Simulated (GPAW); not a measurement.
# ZrGe2As4 monolayer in an electric field

Aim: the dipole that a field along the normal induces in ZrGe2As4 monolayer.

Method: GPAW, PAW setups; layer in a repeated cell with vacuum, relaxation of atoms and in-plane cell, in the first sound run; inputs show where later runs differ, in GPAW 26.7.0.

## Step 1: Set-up

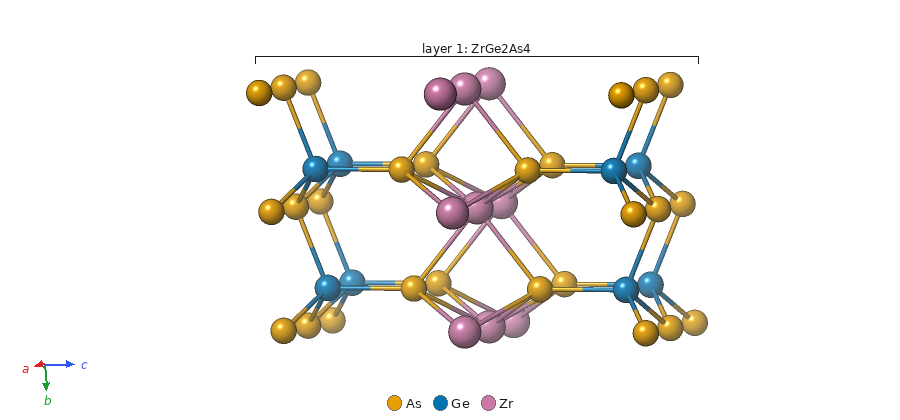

The cell as given, from the side, with the c axis across the page (arsenic orange, germanium blue, zirconium pink). 2×2×1 cells are drawn. Bonds to atoms that aren't drawn are left out. Some periodic images of atoms are drawn too.

The cell holds 7 atoms: 4 As, 2 Ge and 1 Zr. Cell: a = 3.730 Å, b = 3.730 Å, c = 27.770 Å, α = 90.0°, β = 90.0°, γ = 120.0°. Vacuum lies along c.

Coordinates:

```cif
data_structure
_symmetry_space_group_name_H-M 'P 1'
_symmetry_Int_Tables_number 1
_cell_length_a 3.7300
_cell_length_b 3.7300
_cell_length_c 27.7703
_cell_angle_alpha 90.000
_cell_angle_beta 90.000
_cell_angle_gamma 120.000
_cell_volume 334.60
loop_
_atom_site_label
_atom_site_type_symbol
_atom_site_fract_x
_atom_site_fract_y
_atom_site_fract_z
_atom_site_occupancy
As1 As 0.00000 0.00000 0.32409 1
Ge2 Ge 0.33333 0.66667 0.35516 1
As3 As 0.33333 0.66667 0.43871 1
Zr4 Zr 0.00000 0.00000 0.50000 1
As5 As 0.33333 0.66667 0.56130 1
Ge6 Ge 0.33333 0.66667 0.64484 1
As7 As 0.00000 0.00000 0.67591 1
```

## Step 2: Relaxing the atoms

The atoms are relaxed first, since the surface dipole, and with it the work function, follows the positions of the outer layers.

Input file run.py:

```python
import json
import numpy as np
from ase import Atoms
from ase.filters import FrechetCellFilter
from ase.optimize import BFGS
from gpaw import GPAW, PW

slab = Atoms(
    ['As', 'Ge', 'As', 'Zr', 'As', 'Ge', 'As'],
    positions=[
        [0.00000, 0.00000, 9.00000],
        [-0.00000, 2.15352, 9.86300],
        [-0.00000, 2.15352, 12.18300],
        [0.00000, 0.00000, 13.88517],
        [-0.00000, 2.15352, 15.58734],
        [-0.00000, 2.15352, 17.90734],
        [0.00000, 0.00000, 18.77034]],
    cell=[[3.73, 0.0, 0.0], [-1.865, 3.23027, 0.0], [0.0, 0.0, 27.7703]],
    pbc=[True, True, True])

slab.calc = GPAW(mode=PW(600), xc='PBE', kpts={'size': (9, 9, 1), 'gamma': True},
                 occupations={'name': 'fermi-dirac', 'width': 0.05}, nbands='200%',
                 convergence={'density': 1e-05}, maxiter=200,
                 symmetry={'tolerance': 1e-3}, txt='slab.txt')
result = {}
# The in-plane cell is free; stress needs a cell that repeats along all three vectors
path = []
opt = BFGS(FrechetCellFilter(slab, mask=[1, 1, 0, 0, 0, 1]), maxstep=0.2)
opt.attach(lambda: path.append((slab.get_potential_energy(), slab.positions.tolist(), slab.get_forces().tolist())))
result['relaxed'] = bool(opt.run(fmax=0.02, steps=45))
result['path'] = path
result['cell'] = slab.cell.tolist()
print('in-plane lattice', slab.cell.cellpar().round(4)[[0, 1, 5]])
energy = slab.get_potential_energy()
fermi = slab.calc.get_fermi_level()
v = slab.calc.get_electrostatic_potential().mean((0, 1)) - fermi
n = slab.calc.get_pseudo_density().mean((0, 1))
L = slab.cell[2, 2]
z = np.arange(len(v)) * L / len(v)
low, high = slab.positions[:, 2].min(), slab.positions[:, 2].max()
below, above = np.interp([low - 6.8, high + 6.8], z, v)
slopes = [np.interp(x, z, np.gradient(v, z)) for x in (low - 6.8, high + 6.8)]
eps = np.array([[slab.calc.get_eigenvalues(k, s) for k in range(len(slab.calc.get_ibz_k_points()))]
                for s in range(slab.calc.get_number_of_spins())]) - fermi
top, bottom = eps[eps < 0].max(), eps[eps > 0].min()
dipole = slab.get_dipole_moment()[2]
print(f'energy {energy:.4f} eV, Fermi level {fermi:.4f} eV, dipole {dipole:.5f} e A')
print(f'potential 6.8 A off the faces, from the Fermi level: lower {below:.4f} eV, upper {above:.4f} eV')
print(f'slope of the potential there: lower {slopes[0]:.5f}, upper {slopes[1]:.5f} eV/A')
print(f'nearest levels on the mesh: {top:.4f} and {bottom:.4f} eV')
print('magnetic moment', round(slab.get_magnetic_moment(), 3))
result.update(energy=energy, fermi=fermi, dipole=dipole, below=below, above=above, slopes=slopes, edges=[top, bottom],
              z=z.tolist(), v=v.tolist(), n=n.tolist(), positions=slab.positions.tolist(),
              forces=slab.get_forces(apply_constraint=False).tolist(), moments=slab.get_magnetic_moments().tolist())
json.dump(result, open('result.json', 'w'))
```

Launch:

```bash
$ OMP_NUM_THREADS=1 OPENBLAS_NUM_THREADS=1 python run.py
```

What it wrote:

```text
Step          Energy          fmax
BFGS:    0      -35.406268        3.015598
BFGS:    1      -35.851240        2.403149
BFGS:    2      -36.595511        0.772935
BFGS:    3      -36.618529        0.559843
BFGS:    4      -36.682731        0.474789
BFGS:    5      -36.705167        0.425627
BFGS:    6      -36.730342        0.388316
BFGS:    7      -36.741029        0.225617
BFGS:    8      -36.745157        0.051218
BFGS:    9      -36.745569        0.036438
BFGS:   10      -36.745636        0.029620
BFGS:   11      -36.745808        0.030417
BFGS:   12      -36.746106        0.033060
BFGS:   13      -36.746607        0.026846
BFGS:   14      -36.747017        0.014421
in-plane lattice [  3.8764   3.8764 120.    ]
energy -36.7431 eV, Fermi level -0.1978 eV, dipole 0.00254 e A
potential 6.8 A off the faces, from the Fermi level: lower 5.0814 eV, upper 5.0796 eV
slope of the potential there: lower 0.00033, upper 0.00061 eV/A
nearest levels on the mesh: -0.1875 and 0.0073 eV
magnetic moment 0.0
```

Run time: 32 min. Hardware: 1 thread of Arm Neoverse V1, shared host; peak memory 0.65 GiB.

Numbers from this step:

```yaml
dipole_along_the_normal: 0.002538 e·Å
levels_nearest_the_fermi_level_on_the_mesh: -0.1875, 0.007325 eV from the Fermi level
```

The electrostatic potential energy of an electron (without an applied field's), less the Fermi level, planar mean oscillates, so the rows of the table below give means over windows of 1.82 Å about each position, cut where the curve ends. Its maxima inside the range that stand out by 2 % of the span (Å: eV): 9.4: -8.54, 11.2: 2.70, 13.0: -4.59, 14.8: -4.59, 16.6: 2.70, 18.4: -8.55. Its minima: 8.9: -12.3, 9.8: -11.8, 12.3: -10.6, 13.9: -15.1, 15.4: -10.6, 18.0: -11.8, 18.9: -12.3.

Table of electrostatic potential energy of an electron (without an applied field's), less the Fermi level, planar mean by z; means over each step:

| z (Å) | electrostatic potential energy of an electron (without an applied field's), less the Fermi level, planar mean (eV) |
| --- | --- |
| 0.91 | 5.08 |
| 2.73 | 5.08 |
| 4.55 | 5.08 |
| 6.37 | 4.96 |
| 8.19 | -3.37 |
| 10.01 | -6.60 |
| 11.83 | -3.35 |
| 13.65 | -9.39 |
| 15.47 | -5.36 |
| 17.29 | -3.61 |
| 19.11 | -6.71 |
| 20.93 | 4.62 |
| 22.75 | 5.07 |
| 24.57 | 5.08 |
| 26.39 | 5.08 |

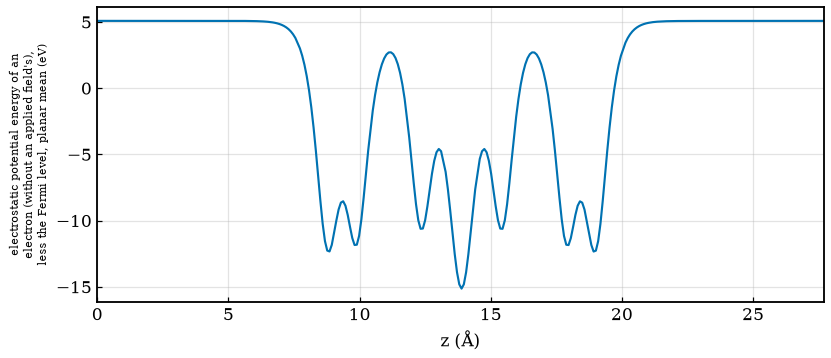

Electrostatic potential energy of an electron (without an applied field's), less the Fermi level, planar mean against z.

The pseudo valence density, planar mean oscillates, so the rows of the table below give means over windows of 2 Å about each position, cut where the curve ends. Its maxima inside the range that stand out by 2 % of the span (Å: e/Å³): 8.3: 0.230, 9.4: 0.389, 10.4: 0.198, 12.0: 0.223, 13.9: 0.832, 15.8: 0.223, 17.4: 0.198, 18.4: 0.389, 19.4: 0.230. Its minima: 8.7: 0.162, 9.9: 0.0631, 11.1: 0.105, 12.3: 0.154, 15.4: 0.154, 16.7: 0.105, 17.9: 0.0631, 19.1: 0.162.

Pseudo valence density, planar mean against z; means over each step:

| z (Å) | pseudo valence density, planar mean (e/Å³) |
| --- | --- |
| 4 | 8.7e-6 |
| 6 | 0.00225 |
| 8 | 0.130 |
| 10 | 0.205 |
| 12 | 0.196 |
| 14 | 0.506 |
| 16 | 0.173 |
| 18 | 0.217 |
| 20 | 0.107 |
| 22 | 0.00116 |
| 24 | 4.7e-6 |

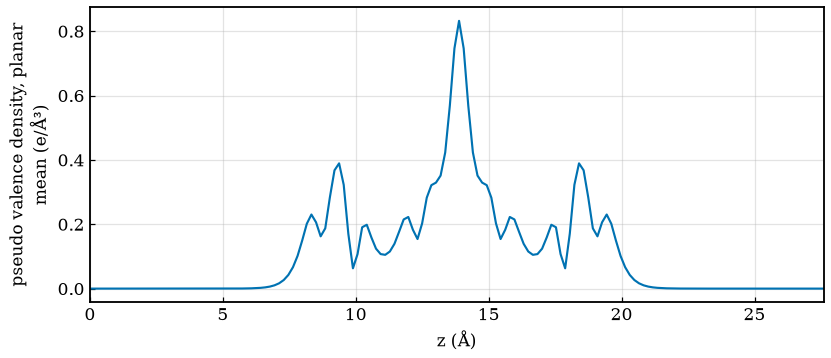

Pseudo valence density, planar mean, plotted against z.

The relaxation lowered the energy of the cell by 1.35 eV (energies extrapolated to zero smearing; the optimiser's log prints free energies). The largest force left on a free atom is 0.014 eV/Å.

## Step 3: Plane waves, PBE

With the geometry fixed, the planar mean of the potential gives the vacuum level on each side.

This step: GPAW, PAW setups; slab in vacuum (GPAW 26.7.0).

The cell differs from the one that the last finished run ended in (c 27.770 → 28.231 Å).

Changes to run.py since step 2:

```diff
@@ -3,4 +3,2 @@
 from ase import Atoms
-from ase.filters import FrechetCellFilter
-from ase.optimize import BFGS
 from gpaw import GPAW, PW
@@ -10,25 +8,18 @@
     positions=[
-        [0.00000, 0.00000, 9.00000],
-        [-0.00000, 2.15352, 9.86300],
-        [-0.00000, 2.15352, 12.18300],
-        [0.00000, 0.00000, 13.88517],
-        [-0.00000, 2.15352, 15.58734],
-        [-0.00000, 2.15352, 17.90734],
-        [0.00000, 0.00000, 18.77034]],
-    cell=[[3.73, 0.0, 0.0], [-1.865, 3.23027, 0.0], [0.0, 0.0, 27.7703]],
-    pbc=[True, True, True])
+        [-0.00000, 0.00000, 9.00000],
+        [-0.00000, 2.23805, 10.11960],
+        [-0.00000, 2.23805, 12.57247],
+        [0.00000, -0.00000, 14.11531],
+        [-0.00000, 2.23805, 15.65816],
+        [-0.00000, 2.23805, 18.11102],
+        [0.00000, 0.00000, 19.23063]],
+    cell=[[3.87641, -0.0, 0.0], [-1.9382, 3.35706, 0.0], [0.0, 0.0, 28.2306]],
+    pbc=[True, True, False])
 
-slab.calc = GPAW(mode=PW(600), xc='PBE', kpts={'size': (9, 9, 1), 'gamma': True},
+slab.calc = GPAW(mode=PW(400), xc='PBE', kpts={'size': (9, 9, 1), 'gamma': True},
                  occupations={'name': 'fermi-dirac', 'width': 0.05}, nbands='200%',
                  convergence={'density': 1e-05}, maxiter=200,
+                 poissonsolver={'dipolelayer': 'xy'},
                  symmetry={'tolerance': 1e-3}, txt='slab.txt')
 result = {}
-# The in-plane cell is free; stress needs a cell that repeats along all three vectors
-path = []
-opt = BFGS(FrechetCellFilter(slab, mask=[1, 1, 0, 0, 0, 1]), maxstep=0.2)
-opt.attach(lambda: path.append((slab.get_potential_energy(), slab.positions.tolist(), slab.get_forces().tolist())))
-result['relaxed'] = bool(opt.run(fmax=0.02, steps=45))
-result['path'] = path
-result['cell'] = slab.cell.tolist()
-print('in-plane lattice', slab.cell.cellpar().round(4)[[0, 1, 5]])
 energy = slab.get_potential_energy()
```

What it wrote:

```text
energy -36.6688 eV, Fermi level -0.2776 eV, dipole 0.00223 e A
potential 6.8 A off the faces, from the Fermi level: lower 5.0847 eV, upper 5.0764 eV
slope of the potential there: lower -0.00015, upper 0.00015 eV/A
nearest levels on the mesh: -0.1877 and 0.0071 eV
magnetic moment 0.0
```

Wall time 83 s (1 thread); peak memory 0.28 GiB.

Numbers from this step:

```yaml
dipole_along_the_normal: 0.002234 e·Å
levels_nearest_the_fermi_level_on_the_mesh: -0.1877, 0.007070 eV from the Fermi level
upper_work_function: 5.076 eV
lower_work_function: 5.085 eV
```

The electrostatic potential energy of an electron (without an applied field's), less the Fermi level, planar mean oscillates, so the rows of the table below give means over windows of 1.78 Å about each position, cut where the curve ends. Its maxima inside the range that stand out by 2 % of the span (Å: eV): 9.6: -8.57, 11.4: 2.72, 13.3: -4.60, 15.0: -4.61, 16.8: 2.71, 18.6: -8.58. Its minima: 9.1: -12.3, 10.0: -11.8, 12.5: -10.6, 14.1: -15.1, 15.7: -10.6, 18.2: -11.9, 19.1: -12.3.

Electrostatic potential energy of an electron (without an applied field's), less the Fermi level, planar mean against z; means over each step:

| z (Å) | electrostatic potential energy of an electron (without an applied field's), less the Fermi level, planar mean (eV) |
| --- | --- |
| 0.89 | 5.08 |
| 2.67 | 5.08 |
| 4.45 | 5.08 |
| 6.23 | 5.04 |
| 8.01 | 0.396 |
| 9.79 | -9.63 |
| 11.57 | -0.658 |
| 13.35 | -9.21 |
| 15.13 | -8.24 |
| 16.91 | -0.245 |
| 18.69 | -10.2 |
| 20.47 | 2.36 |
| 22.25 | 5.05 |
| 24.03 | 5.08 |
| 25.81 | 5.08 |
| 27.59 | 5.08 |

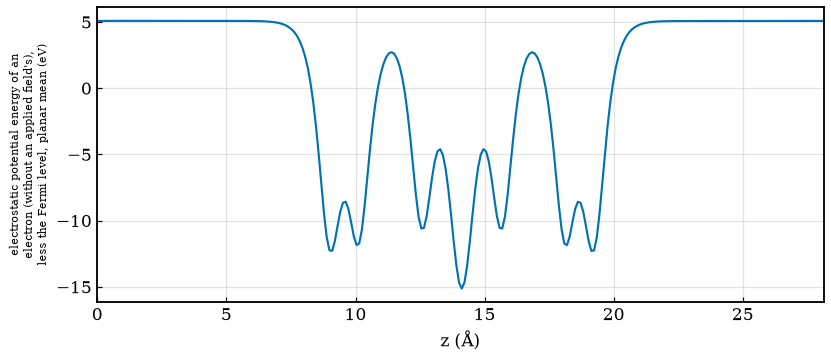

Electrostatic potential energy of an electron (without an applied field's), less the Fermi level, planar mean, plotted against z.

The pseudo valence density, planar mean oscillates, so the rows of the table below give means over windows of 2.5 Å about each position, cut where the curve ends. Its maxima inside the range that stand out by 2 % of the span (Å: e/Å³): 8.6: 0.230, 9.6: 0.387, 10.7: 0.195, 12.1: 0.225, 14.2: 0.799, 16.1: 0.225, 17.6: 0.195, 18.6: 0.387, 19.7: 0.230. Its minima: 9.0: 0.162, 10.2: 0.0825, 11.3: 0.104, 12.5: 0.154, 15.7: 0.154, 16.9: 0.104, 18.0: 0.0825, 19.2: 0.162.

The pseudo valence density, planar mean by z; means over each step:

| z (Å) | pseudo valence density, planar mean (e/Å³) |
| --- | --- |
| 2.5 | 0 |
| 5.0 | 1.2e-4 |
| 7.5 | 0.0678 |
| 10.0 | 0.203 |
| 12.5 | 0.241 |
| 15.0 | 0.406 |
| 17.5 | 0.173 |
| 20.0 | 0.138 |
| 22.5 | 9.2e-4 |
| 25.0 | 9.4e-7 |

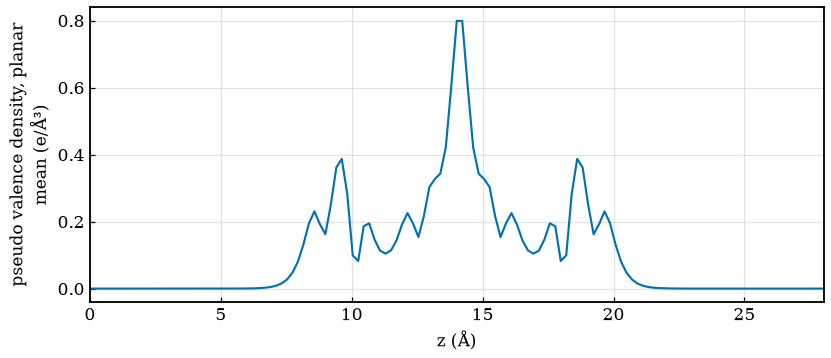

Pseudo valence density, planar mean, plotted against z.

The potential is flat to 1.5e-4 eV/Å where it is read, so the vacuum is wide enough.

## Step 4: In a field

A uniform field along the normal polarises the slab; the atoms stay fixed, so this is the electronic response alone.

Changes to run.py since step 3:

```diff
@@ -4,2 +4,3 @@
 from gpaw import GPAW, PW
+from gpaw.external import ConstantElectricField
 
@@ -22,2 +23,3 @@
                  poissonsolver={'dipolelayer': 'xy'},
+                 external=ConstantElectricField(-0.2, [0, 0, 1]),
                  symmetry={'tolerance': 1e-3}, txt='slab.txt')
```

What it wrote:

```text
energy -36.6867 eV, Fermi level -0.2795 eV, dipole -0.17850 e A
potential 6.8 A off the faces, from the Fermi level: lower 3.8426 eV, upper 6.3259 eV
slope of the potential there: lower -0.00018, upper 0.00013 eV/A
nearest levels on the mesh: -0.1875 and 0.0074 eV
magnetic moment 0.0
```

The job ended after 4.9 min (1 thread; peak memory 0.51 GiB).

Numbers from this step:

```
dipole along the normal                                         : -0.1785 e·Å
levels nearest the Fermi level on the mesh                      : -0.1875, 0.007360 eV from the Fermi level
potential below the slab, the applied field's own ramp left out : 3.843 eV from the Fermi level
potential above the slab, the applied field's own ramp left out : 6.326 eV from the Fermi level
```

The electrostatic potential energy of an electron (without an applied field's), less the Fermi level, planar mean oscillates, so the rows of the table below give means over windows of 1.83 Å about each position, cut where the curve ends. Its maxima inside the range that stand out by 2 % of the span (Å: eV): 9.6: -9.44, 11.4: 2.19, 13.3: -4.77, 15.0: -4.44, 16.8: 3.25, 18.6: -7.71, 26.7: 6.33. Its minima: 9.1: -13.3, 10.0: -12.6, 12.5: -10.9, 14.1: -15.1, 15.7: -10.3, 18.2: -11.1, 19.1: -11.3.

The electrostatic potential energy of an electron (without an applied field's), less the Fermi level, planar mean by z; means over each step:

| z (Å) | electrostatic potential energy of an electron (without an applied field's), less the Fermi level, planar mean (eV) |
| --- | --- |
| 0.92 | 3.97 |
| 2.75 | 3.84 |
| 4.58 | 3.84 |
| 6.41 | 3.78 |
| 8.23 | -2.89 |
| 10.07 | -8.59 |
| 11.89 | -2.92 |
| 13.73 | -9.57 |
| 15.55 | -5.69 |
| 17.38 | -2.08 |
| 19.21 | -6.59 |
| 21.05 | 5.67 |
| 22.88 | 6.32 |
| 24.70 | 6.32 |
| 26.54 | 6.33 |

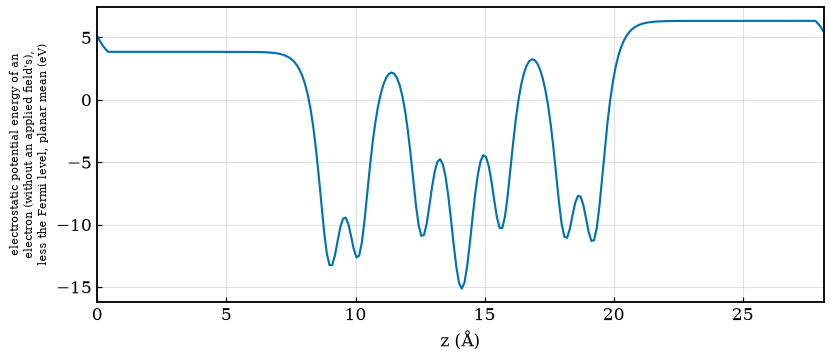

Electrostatic potential energy of an electron (without an applied field's), less the Fermi level, planar mean, plotted against z.

The dipole is now -0.179 e Å, against 0.0022 in the run without a field.

## Step 5: In a field

Changes to run.py since step 4:

```diff
@@ -23,3 +23,3 @@
                  poissonsolver={'dipolelayer': 'xy'},
-                 external=ConstantElectricField(-0.2, [0, 0, 1]),
+                 external=ConstantElectricField(-0.1, [0, 0, 1]),
                  symmetry={'tolerance': 1e-3}, txt='slab.txt')
```

What it wrote:

```text
energy -36.6734 eV, Fermi level -0.2781 eV, dipole -0.08928 e A
potential 6.8 A off the faces, from the Fermi level: lower 4.4606 eV, upper 5.7026 eV
slope of the potential there: lower -0.00016, upper 0.00014 eV/A
nearest levels on the mesh: -0.1877 and 0.0072 eV
magnetic moment 0.0
```

It took 6.2 min on 1 thread; peak memory 0.51 GiB.

Numbers from this step:

```
dipole along the normal                                         : -0.08928 e·Å
levels nearest the Fermi level on the mesh                      : -0.1877, 0.007162 eV from the Fermi level
potential below the slab, the applied field's own ramp left out : 4.461 eV from the Fermi level
potential above the slab, the applied field's own ramp left out : 5.703 eV from the Fermi level
```

The electrostatic potential energy of an electron (without an applied field's), less the Fermi level, planar mean oscillates, so the rows of the table below give means over windows of 1.78 Å about each position, cut where the curve ends. Its maxima inside the range that stand out by 2 % of the span (Å: eV): 9.6: -9.01, 11.4: 2.45, 13.3: -4.69, 15.0: -4.53, 16.8: 2.98, 18.6: -8.14, 26.7: 5.70. Its minima: 9.1: -12.8, 10.0: -12.2, 12.5: -10.8, 14.1: -15.1, 15.7: -10.4, 18.2: -11.5, 19.1: -11.8.

Table of electrostatic potential energy of an electron (without an applied field's), less the Fermi level, planar mean by z; means over each step:

| z (Å) | electrostatic potential energy of an electron (without an applied field's), less the Fermi level, planar mean (eV) |
| --- | --- |
| 0.89 | 4.53 |
| 2.67 | 4.46 |
| 4.45 | 4.46 |
| 6.23 | 4.42 |
| 8.01 | -0.178 |
| 9.79 | -10.0 |
| 11.57 | -0.908 |
| 13.35 | -9.29 |
| 15.13 | -8.14 |
| 16.91 | 0.0287 |
| 18.69 | -9.79 |
| 20.47 | 2.95 |
| 22.25 | 5.68 |
| 24.03 | 5.70 |
| 25.81 | 5.70 |
| 27.59 | 5.66 |

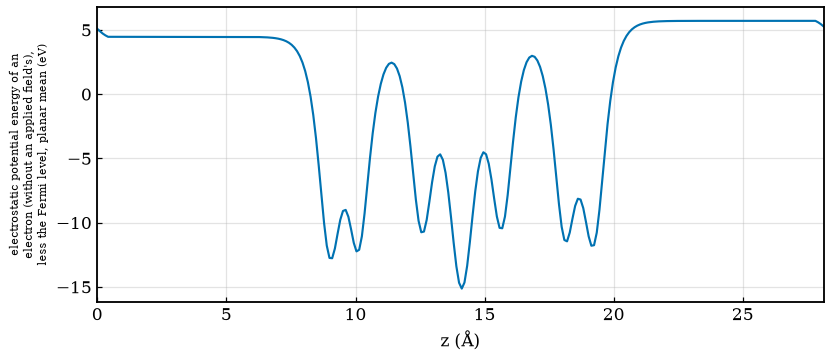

Electrostatic potential energy of an electron (without an applied field's), less the Fermi level, planar mean, plotted against z.

The dipole is now -0.0893 e Å, against 0.0022 in the run without a field.

(Continued in part 2 of 2.)

[Logs are printed without paths, hosts, clocks, repeated set-up lines and the standing remarks that a program may print on its own settings, such as how far it seeks lower states.]

[Hosts, paths, dates, database ids (printed as entryN), source tags and the programs' standing remarks are cut or masked in the printed files.]
